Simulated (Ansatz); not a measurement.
**revPBE/def2-SVPD run of GeH2SO (SMILES [OH][Ge][SH])**

What is the vertical ionisation energy of GeH2SO at revPBE/def2-SVPD? 

The calculation is run with Ansatz 0.2.0.

50 further runs of the same task are left out: 50 set aside as unsound or not needed. Runs told in other sessions of the task aren't counted.

## Step 1: The molecule

GeH2SO has 5 atoms, charge 0, and is taken as a singlet. SMILES: `[OH][Ge][SH]`. Geometry: relaxed at PBE0-D4/def2-TZVP. This is one conformer, not always the lowest.

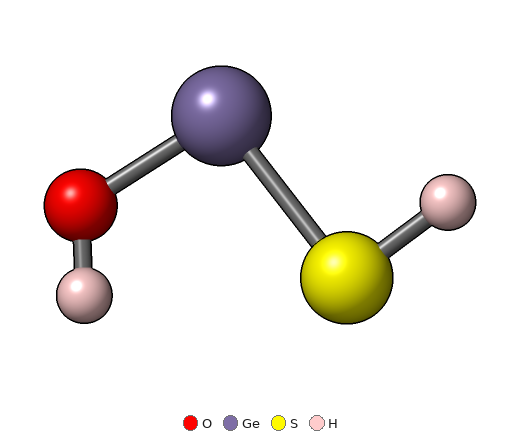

The structure, seen from a chosen angle (oxygen red, germanium purple, sulfur yellow, hydrogen pink).

## Step 2: A single-point energy at revPBE/def2-SVPD

Contents of molecule.yaml:

```yaml
crystal:
  periodic: [false, false, false]
  atoms:
    - symbol: O
      position_ang: [-1.346000, -1.001300, 0.399800]
    - symbol: Ge
      position_ang: [-0.897400, 0.628900, -0.164200]
    - symbol: S
      position_ang: [1.343300, 0.336500, -0.206300]
    - symbol: H
      position_ang: [-0.632500, -1.625200, 0.561400]
    - symbol: H
      position_ang: [1.582700, 1.587400, -0.632100]
basis:
  gaussian:
    orbitals: def2-SVPD
hamiltonian:
  xc: {name: revPBE}
accuracy: high
output:
  orbitals: {seedname: orbitals}
```

The run is started by

```
$ ansatz run molecule.yaml --threads 1 --pin off --max-ram 2610MiB --events-out events.jsonl --progress --plain --runs-dir runs
```

The program printed:

```text
Warning: RAYON_NUM_THREADS=1 ignored (pool sized by the plan → 1); use --threads N
Functional definition: revPBE
  name "revPBE"
  parameter kappa = 1.245
  parameter beta = 0.06672455060314922
  exchange = pbe_x(kappa = kappa, mu = beta*pi^2/3)
  correlation = pbe_c(beta = beta)
1966 factors; integrals over basis functions are off by at most 4.4e-9 eV
mean field evaluation 1: about -69408.3664 eV, gradient 6.4e1 eV
mean field evaluation 2: about -69323.1526 eV, gradient 1.8e2 eV
mean field evaluation 4: about -69414.5885 eV, gradient 2.1e1 eV
mean field evaluation 8: about -69416.0528 eV, gradient 3.5e-1 eV
mean field evaluation 16: about -69416.0505 eV, gradient 1.3e-4 eV
mean field -69416.05049337 eV, -2550.9928037424 hartree, gradient 4.1e-8 eV, S^2 0.000000; 0 other end points of the search recorded, 0 dependent functions left out
reference -69416.05049773 eV, -2550.9928039027 hartree; 29, 29 occupied and 75, 75 virtual orbitals, 1966 factors
Total energy: -69416.05049773 eV, -2550.9928039027 hartree
```

It took 8.4 s on 1 thread of Arm Neoverse V2, shared host; peak memory 0.26 GiB.

## Step 3: The doublet cation, same level

Contents of run.yaml:

```yaml
basis:
  gaussian:
    orbitals: def2-SVPD
crystal:
  periodic: [false, false, false]
  atoms:
    - symbol: O
      position_ang: [-1.346000, -1.001300, 0.399800]
    - symbol: Ge
      position_ang: [-0.897400, 0.628900, -0.164200]
    - symbol: S
      position_ang: [1.343300, 0.336500, -0.206300]
    - symbol: H
      position_ang: [-0.632500, -1.625200, 0.561400]
    - symbol: H
      position_ang: [1.582700, 1.587400, -0.632100]
total_charge: 1
magnetization:
  spin_polarized: true
  initial_magnetization: 1
hamiltonian:
  xc: {name: revPBE}
accuracy: high
output: {orbitals: {seedname: orbitals}}
```

The run is started by

```
$ ansatz run run.yaml --threads 1 --pin off --max-ram 2610MiB --events-out events.jsonl --progress --plain --runs-dir runs
```

The program printed:

```text
Warning: RAYON_NUM_THREADS=1 ignored (pool sized by the plan → 1); use --threads N
[... 6 set-up lines as earlier in the session ...]
1965 factors; integrals over basis functions are off by at most 4.4e-9 eV
mean field evaluation 1: about -69387.5905 eV, gradient 6.9e1 eV
mean field evaluation 2: about -69194.7359 eV, gradient 1.5e2 eV
mean field evaluation 4: about -69396.5070 eV, gradient 3.6e1 eV
mean field evaluation 8: about -69406.5000 eV, gradient 2.9e0 eV
mean field evaluation 16: about -69406.5637 eV, gradient 2.0e-3 eV
mean field evaluation 32: about -69406.5637 eV, gradient 1.3e-7 eV
mean field -69406.56370830 eV, -2550.6441708216 hartree, gradient 4.3e-8 eV, S^2 0.755221; 5 other end points of the search recorded, 0 dependent functions left out
reference -69406.56371358 eV, -2550.6441710156 hartree; 29, 28 occupied and 75, 76 virtual orbitals, 1965 factors
Total energy: -69406.56371358 eV, -2550.6441710156 hartree
```

It took 22 s on 1 thread of Arm Neoverse V2, shared host; peak memory 0.33 GiB.

## Step 4: What came out

At revPBE/def2-SVPD:

| quantity | value |
| --- | --- |
| singlet GeH2SO: total energy | -2550.99280 Eh |
| singlet GeH2SO: HOMO energy | -6.40 eV |
| singlet GeH2SO: LUMO energy | -2.77 eV |
| singlet GeH2SO: HOMO–LUMO gap | 3.63 eV |
| doublet cation: total energy | -2550.64417 Eh |
| doublet cation: HOMO energy (highest over α and β) | -12.82 eV |
| doublet cation: LUMO energy (lowest over α and β) | -12.57 eV |
| doublet cation: ⟨S²⟩ | 0.755 |
| vertical ionisation energy (to the doublet cation) | 9.487 eV |

Removing an electron at fixed nuclei costs 9.49 eV (219 kcal/mol). The negative HOMO energy of the first species, 6.40 eV, lies 3.09 eV below that difference.
